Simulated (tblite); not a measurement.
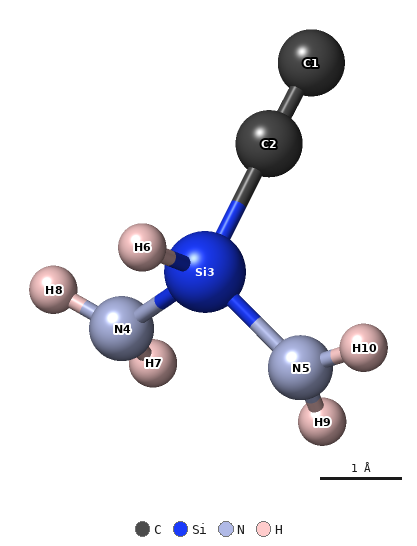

The structure as given in the input (ball-and-stick view, seen at a tilt; atoms are numbered from 1 in the order of the input). Bond lengths as drawn: C–C 1.20 Å, C–Si 1.88 Å, H–N 1.01 Å, H–Si 1.46 Å and N–Si 1.72 Å.

# Frequency calculation of C2H5N2Si

- system: C2H5N2Si, multiplicity 2
- method: GFN2-xTB harmonic vibrations, gas phase (tblite 0.8.0)

It belongs to a series of runs on one base structure; here: H removed from sp C.

## Output
```
mode    cm-1     km/mol
  1      90.2     13.31
  2     126.0      1.61
  3     146.0     11.43
  4     192.2     11.56
  5     225.0      5.98
  6     238.6      2.99
  7     270.7     17.99
  8     448.9     89.18
  9     519.2    308.91
 10     595.4     52.82
 11     608.0     64.84
 12     640.7    188.07
 13     780.4     29.58
 14     801.1     29.44
 15     884.0    161.71
 16     936.8    184.78
 17    1512.4     57.88
 18    1525.5     31.93
 19    2195.3     17.31
 20    2259.3    240.34
 21    3486.0      5.73
 22    3494.0      8.06
 23    3525.7      0.41
 24    3533.0      0.05
```

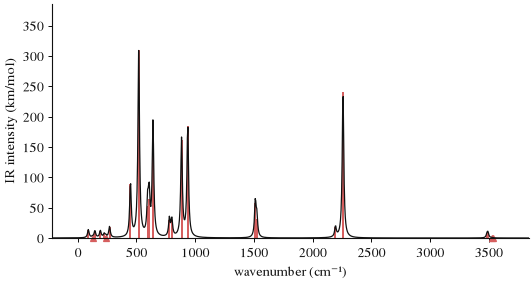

Harmonic infrared spectrum, unscaled: sticks (degenerate modes added up, dark ones marked on the axis) with a Lorentzian envelope of 16 cm⁻¹ full width, scaled to the tallest stick. 24 modes from 90 to 3533 cm⁻¹, none imaginary. The strongest line is at 519 cm⁻¹ (309 km/mol).

This output came from the following input.

## The input
```
{"job": {"kind": "ir", "xc": "GFN2-xTB", "basis": "xTB"}, "charge": 0, "multiplicity": 2}
C     -0.815142     2.884985     0.374843
C     -0.478047     1.733420     0.430161
Si     0.064996    -0.067209     0.483174
N     -1.097586    -1.131922    -0.208448
N      1.514619    -0.305947    -0.411348
H      0.268082    -0.436802     1.880693
H     -1.240019    -1.141728    -1.205178
H     -1.976604    -1.251420     0.265486
H      1.475413    -0.589803    -1.375615
H      2.293171     0.311080    -0.256296
```

The first line tells a small driver script what to run in tblite; the rest is the geometry in Å.

Launched with:
```bash
OMP_NUM_THREADS=1 python <driver script> task.json out
```

## Summary

| quantity | value |
| --- | --- |
| outcome | converged |
| total energy | −387.6832 eV |
| zero-point energy | 41.5070 kcal/mol |
| hardware | 1 CPU thread, shared host |
| peak memory | 0.18 GiB |
